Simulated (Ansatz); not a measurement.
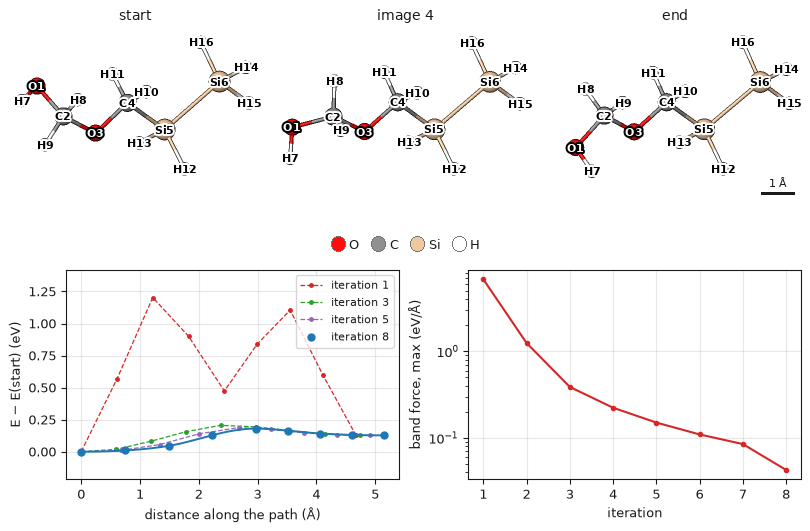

A nudged-elastic-band calculation for C$_{2}$H$_{10}$O$_{2}$Si$_{2}$. Images are numbered from 0 (start) to 8 (end). The plot follows the band through its iterations. Style: ball-and-stick. Shown at a tilt.

These are results of Ansatz, RKS B3LYP/def2-SVP, not measurements. Run with 7 movable images; climbing image; force threshold 0.05 eV/Å; iteration limit 60; starting path through a guess of the saddle point.

Q: Judge this run.

A: The result is final at these settings. The band converged in 8 iterations. The largest component of the band force went from 6.8 to 0.043 eV/Å. The climbing image converged on the top of the path. Its vibrational analysis gives one imaginary mode (108i cm⁻¹), as a transition state must have. The first iteration put the highest image at 1.203 eV. The highest point, image 4, lies 0.181 eV above the start and 0.053 eV above the end; the end is at +0.128 eV relative to the start.

The run took 2.6 min on 2 threads of Intel(R) Xeon(R) 6975P-C (Granite Rapids), with other jobs on the host, peak memory 0.4 GiB.
